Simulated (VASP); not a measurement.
Band structure of B. Computed with PBE GGA, VASP's PBE PAW potentials (set 64) (plane waves; VASP).

The cell holds a wide vacuum, so values per volume refer to the whole cell.

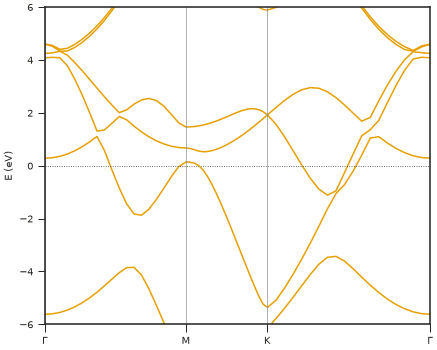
Figure. Bands along high-symmetry lines, zero at the valence-band maximum or, without a gap, the Fermi level

Problem. Read the plot: is there a gap, and where are the band edges?

Solution. It has no gap at this level: it comes out as a metal or semimetal.

The cell is a sheet with vacuum, built from a generated structure.
